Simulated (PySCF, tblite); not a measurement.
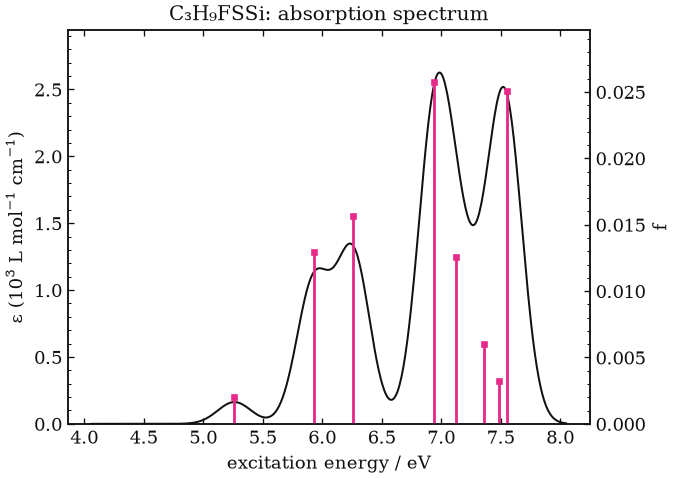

Computed absorption of C₃H₉FSSi, SMILES CS[C@@H](C)[SiH2]F. Vertical TDDFT excitations, CAM-B3LYP/def2-SVPD in PySCF, at a GFN2-xTB geometry (a minimum by its frequencies), gas phase. The lowest 8 singlet states are shown; each is broadened by a Gaussian of 1/e half-width 0.20 eV. Sticks give oscillator strengths (right axis).

Question: Which of the computed transitions is the brightest, and what character does the calculation give it?

Answer: S4 at 6.94 eV (179 nm), f = 0.026, mainly HOMO → LUMO+3 (65 %).

Question: Where is the lowest singlet, and is it bright?

Answer: S1 lies at 5.26 eV (236 nm) with f = 0.002, mainly HOMO → LUMO (67 %); it is dark or nearly so.

Caveats: the tight-binding geometry is rougher than a DFT one and adds to the error; one conformer of a flexible molecule; core orbitals are frozen in the response.
